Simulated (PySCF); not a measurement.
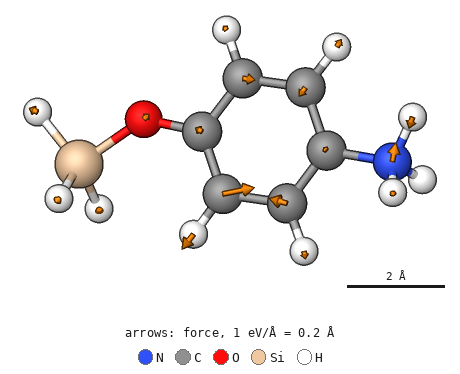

Starting geometry of C6H10NOSi (charge +1) with the computed forces as orange arrows. A ball-and-stick model, seen from a free direction.

The start comes from GFN2-xTB. Its atoms were then displaced at random by about 0.01 Å.

Computed with PBE0-D3(BJ)/def2-SVP geometry optimisation, gas phase in PySCF 2.14.0, density-fitted response routines. 

> What follows when this structure is relaxed?

It isn't relaxed: the largest force vector, on a C atom, is 3.63 eV/Å. The final displacements have little in common with the starting forces (cosine between the two patterns 0.23). The largest move after the best rigid fit is that of an H atom, 0.23 Å. By element the largest moves are H 0.23 Å, O 0.09 Å, C 0.07 Å, Si 0.03 Å. N stays in place. Among the contacts that change: C–H 1.040 → 1.092 Å, H–Si 1.433 → 1.479 Å, C–C 1.433 → 1.389 Å, H–Si 1.449 → 1.490 Å. Bond angles that change, for instance: O–Si–H 97.7° → 104.3°, C–O–Si 135.1° → 131.1°, H–Si–H 115.9° → 112.8°. After 7 geometry steps the energy has fallen by 0.312 eV. Cost: 110 s on 1 thread of Arm Neoverse V2, with other jobs on the host.
